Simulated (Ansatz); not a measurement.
Input file:

```
crystal:
  periodic: [false, false, false]
  atoms:
    - { symbol: Si, position_ang: [-1.011439, 0.237541, -0.469334] }
    - { symbol: F, position_ang: [-0.187602, -1.091968, -1.031094] }
    - { symbol: H, position_ang: [-2.145714, 0.449315, -1.422922] }
    - { symbol: H, position_ang: [-1.456025, 0.029627, 0.936011] }
    - { symbol: Cl, position_ang: [0.231311, 1.893547, -0.634904] }
    - { symbol: H, position_ang: [1.37257, -1.172736, 0.489886] }
    - { symbol: O, position_ang: [1.391019, -0.571571, 1.256461] }
    - { symbol: H, position_ang: [1.80578, 0.226345, 0.875896] }
basis:
  gaussian: { orbitals: def2-SVP }
hamiltonian:
  xc: pbe
  dispersion: d4
relax:
  f_tol: 0.03
  max_steps: 50
output:
  orbitals: {}
```

Launched as:

```sh
ansatz run input.yaml --threads 2 --pin off --max-ram 3072MiB --backend cpu --events-out ev --progress --plain --runs-dir out
```

The fields are those of the relaxed geometry.

Theory: RKS PBE-D4/def2-SVP (Ansatz 0.2.0).

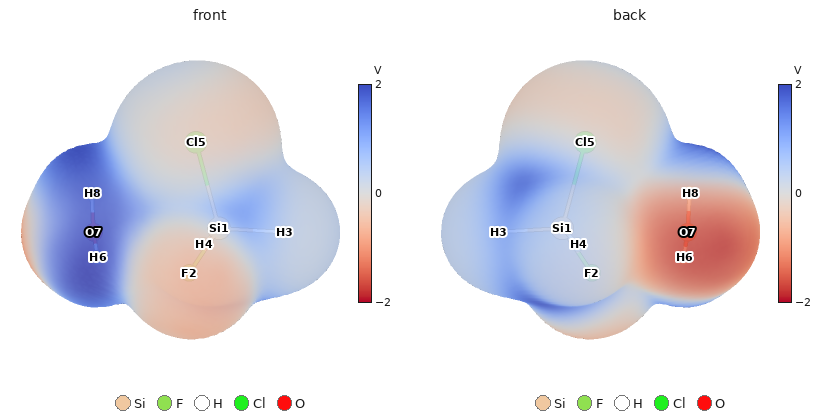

ClFH2Si···H2O. The electrostatic potential painted on the density surface at 0.002 e/bohr³, seen from the front and from behind; the colour scale runs from red (negative) to blue (positive).

**Describe the electrostatic potential map.**

The most negative region (about −1.5 V) lies over O7, the most positive (about +1.9 V) over H6 and H8. O7 is the likeliest acceptor of a hydrogen bond.
